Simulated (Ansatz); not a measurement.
**C2H7NZn: one change and its effect**

System: C2H7NZn, SMILES NC[CH2][ZnH].
Method of the first run: RKS wB97M-V/def2-SVP (Ansatz 0.2.0).

The geometry comes from this level: PBE0-D4/def2-TZVP. Text and figures count atoms from 1; the logs count them from 0 in places.

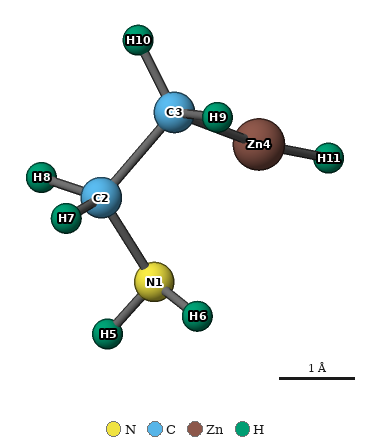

Figure 1. The input geometry (ball-and-stick view, seen at a tilt; atoms are numbered from 1 in the order of the input). Sticks mark near contacts.

### Input, the first run
```yaml
crystal:
  periodic: [false, false, false]
  atoms:
    - {symbol: N, position_ang: [-1.119544, 0.510198, -0.226213]}
    - {symbol: C, position_ang: [0.329443, 0.757183, -0.372701]}
    - {symbol: C, position_ang: [1.056952, -0.305727, 0.434365]}
    - {symbol: Zn, position_ang: [-0.277131, -1.766006, 0.270318]}
    - {symbol: H, position_ang: [-1.668338, 0.981178, -0.936199]}
    - {symbol: H, position_ang: [-1.445036, 0.855421, 0.670076]}
    - {symbol: H, position_ang: [0.599300, 1.787626, -0.100577]}
    - {symbol: H, position_ang: [0.563210, 0.640514, -1.434415]}
    - {symbol: H, position_ang: [1.166141, -0.001943, 1.481410]}
    - {symbol: H, position_ang: [2.060897, -0.506402, 0.056042]}
    - {symbol: H, position_ang: [-1.200692, -3.009044, 0.178395]}
basis:
  gaussian: {orbitals: def2-SVP}
hamiltonian: {xc: {name: wB97M-V}}
output: {orbitals: {seedname: orbitals}}
```

Hardware: 4 threads of Oxide Virtual Turin-like, 27 GiB of memory available, shared host.

### Output (the first run)
```
Functional definition: wB97M-V
  parameter omega = 0.3/bohr
  parameter cx = 0.15
  parameter cx01 = 1.007
  parameter cx10 = 0.259
  parameter css00 = 0.443
  parameter css04 = -1.437
  parameter css10 = -4.535
  parameter css20 = -3.390
  parameter css43 = 4.278
  parameter cos00 = 1.000
  parameter cos10 = 1.358
  parameter cos20 = 2.924
  parameter cos21 = -8.812
  parameter cos60 = -1.390
  parameter cos61 = 9.142
  parameter b = 6.0
  parameter c = 0.01
  gx(w, u) = 1 - cx + cx01*u + cx10*w
  gss(w, u) = css00 + css04*u^4 + css10*w + css20*w^2 + css43*w^4*u^3
  gos(w, u) = cos00 + cos10*w + (cos20 + cos21*u)*w^2 + (cos60 + cos61*u)*w^6
  exchange = spin_sum(e_x_unif_sr(omega)*gx(b97_w, b97_u_x)) + cx*exact_x_sr(omega) + exact_x_lr(omega)
  correlation = spin_sum(e_c_pw_mod_same_spin*gss(b97_w, b97_u_same))
      + integral(e_c_pw_mod_opposite_spin*gos(b97_w_opposite, b97_u_opposite)) + vv10(b, c)
1280 factors; their error is unknown
274 factors; integrals over basis functions are off by at most 6.6e-6 eV
mean field evaluation 1: about -52077.7373 eV, gradient 5.0e1 eV
mean field evaluation 2: about -52078.7815 eV, gradient 4.7e1 eV
mean field evaluation 4: about -52082.9535 eV, gradient 2.2e0 eV
mean field evaluation 8: about -52083.0221 eV, gradient 6.4e-2 eV
mean field -52083.02212355 eV, -1914.0157599000 hartree, gradient 7.7e-5 eV, S^2 0.000000; 0 other end points of the search recorded, 0 dependent functions left out
reference -52083.02217810 eV, -1914.0157619048 hartree; 28, 28 occupied and 80, 80 virtual orbitals, 1280 factors
Total energy: -52083.02217810 eV, -1914.0157619048 hartree
```

The input of the second run differs as follows (lines with − go, lines with + come):
```diff
-  gaussian: {orbitals: def2-SVP}
+  gaussian: {orbitals: "def2-QZVPP.json"}
```

What does this change do to the results?

The total energy of the second run is 292.0 kcal/mol lower, which measures the change of basis and not a stability. The HOMO goes from −8.67 to −8.89 eV. The LUMO goes from 2.49 to 0.90 eV. The basis functions go from 108 to 481. On the same kind of shared host the second run took about 4.5 times as long.

### Output (the second run)
```
Functional definition: wB97M-V
  parameter omega = 0.3/bohr
  parameter cx = 0.15
  parameter cx01 = 1.007
  parameter cx10 = 0.259
  parameter css00 = 0.443
  parameter css04 = -1.437
  parameter css10 = -4.535
  parameter css20 = -3.390
  parameter css43 = 4.278
  parameter cos00 = 1.000
  parameter cos10 = 1.358
  parameter cos20 = 2.924
  parameter cos21 = -8.812
  parameter cos60 = -1.390
  parameter cos61 = 9.142
  parameter b = 6.0
  parameter c = 0.01
  gx(w, u) = 1 - cx + cx01*u + cx10*w
  gss(w, u) = css00 + css04*u^4 + css10*w + css20*w^2 + css43*w^4*u^3
  gos(w, u) = cos00 + cos10*w + (cos20 + cos21*u)*w^2 + (cos60 + cos61*u)*w^6
  exchange = spin_sum(e_x_unif_sr(omega)*gx(b97_w, b97_u_x)) + cx*exact_x_sr(omega) + exact_x_lr(omega)
  correlation = spin_sum(e_c_pw_mod_same_spin*gss(b97_w, b97_u_same))
      + integral(e_c_pw_mod_opposite_spin*gos(b97_w_opposite, b97_u_opposite)) + vv10(b, c)
1578 factors; their error is unknown
384 factors; integrals over basis functions are off by at most 2.3e-5 eV
mean field evaluation 1: about -52087.8035 eV, gradient 6.5e1 eV
mean field evaluation 2: about -52087.6815 eV, gradient 7.4e1 eV
mean field evaluation 4: about -52095.6057 eV, gradient 4.2e0 eV
mean field evaluation 8: about -52095.6357 eV, gradient 9.7e-2 eV
mean field evaluation 16: about -52095.6829 eV, gradient 7.8e-5 eV
mean field -52095.68292289 eV, -1914.4810356939 hartree, gradient 7.8e-5 eV, S^2 0.000000; 0 other end points of the search recorded, 0 dependent functions left out
reference -52095.68299217 eV, -1914.4810382400 hartree; 28, 28 occupied and 453, 453 virtual orbitals, 1578 factors
Total energy: -52095.68299217 eV, -1914.4810382400 hartree
```

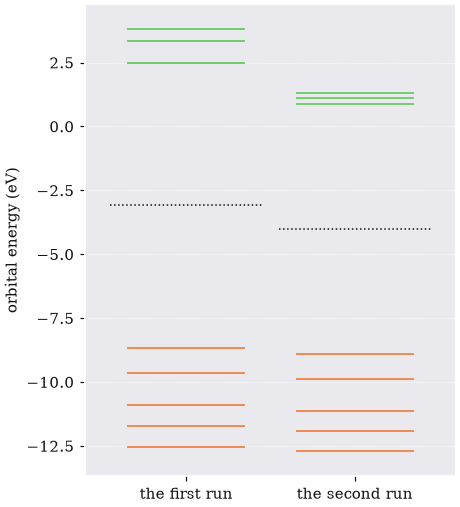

Figure 2. The five highest filled and three lowest empty orbital energies of the two runs; the dotted lines part filled from empty levels. The HOMO–LUMO gap is 11.15 eV in the first run and 9.78 eV in the second run.

### The two runs side by side

```tsv
quantity	the first run	the second run
outcome	converged	converged
total energy (hartree)	−1914.015762	−1914.481038
HOMO (eV)	−8.67	−8.89
LUMO (eV)	2.49	0.90
basis functions	108	481
wall time (shared host)	3.4 s	16 s
```
